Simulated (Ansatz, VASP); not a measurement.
# Ba3Al4P20O59 (glassy 67P2O5-20BaO-13Al2O3 (mol %)) in two plane-wave programs, part 2 of 2

Wanted: the spread between two codes on one cell, functional and k mesh.  The cell is taken from a series of runs on this material, whose earlier steps may have relaxed or scaled it; both programs get it as it stands.

VASP 6.6.1 and Ansatz 0.2.0.

So far: The starting structure; Ansatz: single point, PBE.

### 3. VASP: single point, PBE

Level of this step: PBE; plane waves and PAW (P, Ba_sv, Al, O) (VASP).

The same cell, functional, mesh and smearing now go to VASP, with its own data sets and cutoff.

Lines of VASP's logs that name or quote its potential files are left out, and so is its time.

Contents of INCAR:

```
SYSTEM = Ba3Al4P20O59
PREC = Accurate
ENCUT = 520
EDIFF = 1E-05
NELM = 100
ISMEAR = -1
SIGMA = 0.025
LREAL = Auto
ALGO = Fast
GGA = PE
NBANDS = 312
LORBIT = 11
LWAVE = .FALSE.
LCHARG = .FALSE.
NCORE = 8
ISIF = 2
```

Contents of POSCAR:

```
Ba3Al4P20O59
1.0
   10.6982300000      0.0000000000      0.0000000000
    0.0000000000     10.6982300000      0.0000000000
    0.0000000000      0.0000000000     10.6982300000
P Ba Al O
20 3 4 59
Direct
    0.4292800000      0.9225400000      0.4100700000
    0.3099200000      0.7444400000      0.6053300000
    0.3540400000      0.9800600000      0.9976700000
    0.5648900000      0.5314500000      0.2704000000
    0.3737200000      0.2302000000      0.1341600000
    0.9219600000      0.5679300000      0.6777100000
    0.3745700000      0.4686000000      0.6305300000
    0.1641300000      0.7665600000      0.9635100000
    0.6694300000      0.1422400000      0.7969000000
    0.7204900000      0.4679600000      0.0373300000
    0.0054500000      0.4977100000      0.4134100000
    0.9734500000      0.0938900000      0.1590100000
    0.0496700000      0.2109800000      0.4164400000
    0.8991700000      0.8308700000      0.2751800000
    0.7086900000      0.1788200000      0.0781600000
    0.1355700000      0.3944700000      0.7745500000
    0.9512500000      0.8354000000      0.7857000000
    0.7028000000      0.8710100000      0.4827000000
    0.1223300000      0.3571000000      0.0606100000
    0.6616500000      0.3095700000      0.4354500000
    0.5999700000      0.7760200000      0.8320500000
    0.2541800000      0.6865800000      0.2610200000
    0.2100200000      0.0455600000      0.6646500000
    0.6532500000      0.4307500000      0.7296800000
    0.8810000000      0.0657700000      0.6189300000
    0.9620900000      0.6021400000      0.1373100000
    0.3818900000      0.2182100000      0.4360500000
    0.3515900000      0.0924100000      0.0917700000
    0.0238800000      0.1542800000      0.2855200000
    0.8389500000      0.8541000000      0.8656700000
    0.3797600000      0.0445000000      0.4618700000
    0.1731800000      0.7678800000      0.6167300000
    0.3741200000      0.3682200000      0.5315700000
    0.9351400000      0.7035200000      0.7231000000
    0.8658800000      0.7396000000      0.1730900000
    0.3131400000      0.0453200000      0.8794100000
    0.5907800000      0.0414800000      0.7434200000
    0.5697000000      0.9061500000      0.4387200000
    0.6851400000      0.1347500000      0.9421000000
    0.9257000000      0.9634000000      0.2263000000
    0.0700000000      0.8227800000      0.8680900000
    0.6562100000      0.4962700000      0.9163800000
    0.7279400000      0.3243200000      0.0639500000
    0.6089100000      0.4163100000      0.3483800000
    0.8539700000      0.5186700000      0.0373000000
    0.0208300000      0.2632300000      0.0869500000
    0.0143800000      0.3520500000      0.4203100000
    0.4695500000      0.2919000000      0.0539400000
    0.4804800000      0.9217500000      0.9953500000
    0.0158300000      0.7866300000      0.3399000000
    0.8007800000      0.1387500000      0.7385900000
    0.8038500000      0.5111600000      0.7252000000
    0.3896400000      0.8971000000      0.2795600000
    0.3789200000      0.7949900000      0.7152300000
    0.9346000000      0.5362500000      0.2987400000
    0.4308100000      0.5201400000      0.2331300000
    0.2239900000      0.6555000000      0.9026300000
    0.7686800000      0.9859100000      0.5350400000
    0.2643300000      0.4331400000      0.7208700000
    0.5006400000      0.4831400000      0.6912500000
    0.9647900000      0.9423800000      0.6949500000
    0.1889400000      0.2059200000      0.4410900000
    0.7764400000      0.2580100000      0.3745300000
    0.7027900000      0.7717600000      0.5815200000
    0.5564900000      0.2193000000      0.4597400000
    0.2463500000      0.2983000000      0.1021800000
    0.9822400000      0.1343000000      0.5139700000
    0.3408200000      0.6037900000      0.5893300000
    0.1322000000      0.3809500000      0.9172900000
    0.3824600000      0.2381700000      0.2742000000
    0.0942200000      0.4783400000      0.1254000000
    0.5844000000      0.6470200000      0.3456300000
    0.6947000000      0.3742400000      0.5575000000
    0.6190600000      0.1377600000      0.1745000000
    0.0676200000      0.0376200000      0.0718100000
    0.2599300000      0.8650000000      0.0081800000
    0.0351100000      0.4927300000      0.7350200000
    0.6249200000      0.2753300000      0.7764500000
    0.1384000000      0.5389200000      0.4200200000
    0.1012200000      0.2731600000      0.7158800000
    0.9413300000      0.5450300000      0.5363900000
    0.0842600000      0.7171000000      0.0702600000
    0.3613700000      0.8182600000      0.4906800000
    0.7906000000      0.8388300000      0.3708000000
    0.6489900000      0.5230600000      0.1508300000
    0.8401400000      0.1287800000      0.1115300000
```

Contents of KPOINTS:

```
Automatic mesh
0
Gamma
1 1 1
0 0 0
```

PAW data sets: P, Ba_sv, Al and O (PBE family, release 64).

Run with:

```bash
$ mpirun -np 8 vasp_gam
```

Numbers of over 12 decimals in the logs are rounded to 6 here.

What it wrote:

```text
[banner, memory and clock lines left out]
running    8 mpi-ranks, on    1 nodes
[...]
|                                                                             |
|           W    W    AA    RRRRR   N    N  II  N    N   GGGG   !!!           |
|           W    W   A  A   R    R  NN   N  II  NN   N  G    G  !!!           |
|           W    W  A    A  R    R  N N  N  II  N N  N  G       !!!           |
|           W WW W  AAAAAA  RRRRR   N  N N  II  N  N N  G  GGG   !            |
|           WW  WW  A    A  R   R   N   NN  II  N   NN  G    G                |
|           W    W  A    A  R    R  N    N  II  N    N   GGGG   !!!           |
|                                                                             |
|     For optimal performance we recommend to set                             |
|       NCORE = 2 up to number-of-cores-per-socket                            |
|     NCORE specifies how many cores store one orbital (NPAR=cpu/NCORE).      |
|     This setting can greatly improve the performance of VASP for DFT.       |
|     The default, NCORE=1 might be grossly inefficient on modern             |
|     multi-core architectures or massively parallel machines. Do your        |
|     Unfortunately you need to use the default for GW and RPA                |
|     calculations (for HF NCORE is supported but not extensively tested      |
|     yet).                                                                   |
|                                                                             |

 LDA part: xc-table for (Slater+PW92), standard interpolation
 POSCAR, INCAR and KPOINTS ok, starting setup
[...]
entering main loop
       N       E                     dE             d eps       ncg     rms          rms(c)
DAV:   1     0.479656212518E+04    0.47966E+04   -0.29873E+05   648   0.156E+03
DAV:   2    -0.298233960687E+03   -0.50948E+04   -0.49423E+04   776   0.381E+02
DAV:   3    -0.692312335583E+03   -0.39408E+03   -0.39122E+03   744   0.115E+02
DAV:   4    -0.702171533420E+03   -0.98592E+01   -0.98145E+01   792   0.180E+01
[...]
RMM:  16    -0.607322282265E+03   -0.16046E-04   -0.53803E-04   976   0.270E-02    0.172E-02
RMM:  17    -0.607322289967E+03   -0.77021E-05   -0.12563E-04   788   0.125E-02    0.150E-02
RMM:  18    -0.607322287670E+03    0.22967E-05   -0.39389E-05   600   0.842E-03
   1 F= -.60732229E+03 E0= -.60732229E+03  d E =-.957051E-12
```

Parts of OUTCAR (step 3):

```text
  FREE ENERGIE OF THE ION-ELECTRON SYSTEM (eV)
  ---------------------------------------------------
  free  energy   TOTEN  =      -607.3222876703 eV

  energy  without entropy=     -607.3222876703  energy(sigma->0) =     -607.32228767

[... 2 further parts left out ...]
[key lines of the parts left out:]
E-fermi :   3.0411
```

Harder data sets than Ba_sv exist (the GW ones), and pressures, volumes and forces can shift noticeably with them.

### 4. Side by side

Known differences besides the PAW data sets themselves: the cutoff is 420 eV in Ansatz and 520 eV in VASP (PREC = Accurate, projectors in real space); VASP leaves aspherical gradient terms in its spheres out (LASPH is not set), Ansatz keeps them. Total energies have different zeros and are not compared.

The two programs side by side:

```tsv
quantity	Ansatz	VASP	difference
gap on the k mesh (eV)	2.344	2.275	+0.069
```

Forces on 10 of the 86 atoms, picked by the larger force of the two programs (eV/Å; atoms numbered as in POSCAR):

```tsv
atom	Ansatz x, y, z	VASP x, y, z
P2	-1.466, 2.473, 3.704	-1.396, 2.408, 3.634
P3	2.067, 1.987, -3.566	2.050, 2.007, -3.519
P4	-2.022, 1.374, 3.032	-1.973, 1.278, 2.959
P5	3.106, 1.560, -1.776	2.974, 1.490, -1.663
P8	0.869, -4.502, -0.728	0.805, -4.353, -0.707
P11	3.094, 1.014, -2.383	3.015, 0.958, -2.316
P12	1.910, -2.288, -2.314	1.774, -2.237, -2.211
P17	-2.209, 1.484, 2.936	-2.131, 1.456, 2.889
P18	2.453, -0.718, 2.702	2.421, -0.644, 2.591
P19	-1.747, -2.084, 2.915	-1.642, -2.061, 2.850
```

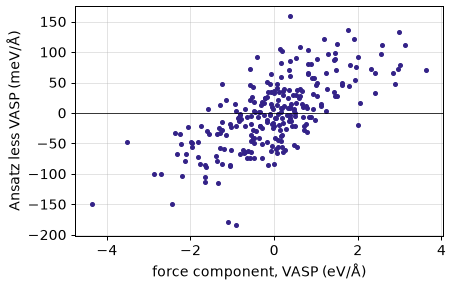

Difference of the force components against their size.

The forces differ by 58 meV/Å r.m.s., which is 4.8 % of the r.m.s. force of 1.20 eV/Å (both taken over all components).

### 5. Further runs

The difference is large enough to ask for its cause, so further runs change the set-up of one program at a time, as the table lists.

```tsv
run	r.m.s. force difference (% of the r.m.s. force)
as above	4.8
VASP with the data sets P_GW, Ba_sv_GW, Al_GW and O_GW and a cutoff of 670 eV	9.8
```

### 6. Summary of results

```yaml
r_m_s_force_difference_single_point_pbe: 4.8 % of the r.m.s. force
difference_in_gap_on_the_k_mesh_single_point_pbe: 0.069 eV
```

In words: The r.m.s. force difference is 4.8 % of the r.m.s. force (single point, PBE), beyond the 3 % picked in this series as the mark of a large difference. For single point, PBE: no further run halves the r.m.s. force difference (one raises it to 9.8 % of the r.m.s. force). Differences of this kind measure data sets and numerical settings, not the functional's error against experiment.

[Lines on the potential files, build, host, timing and source positions are cut from VASP's logs without a mark.]

[Logs are printed without paths, hosts, clocks, repeated set-up lines and the standing remarks that a program may print on its own settings, such as how far it seeks lower states.]

[Hosts, paths, dates, database ids (printed as entryN), source tags and the programs' standing remarks are cut or masked in the printed files.]
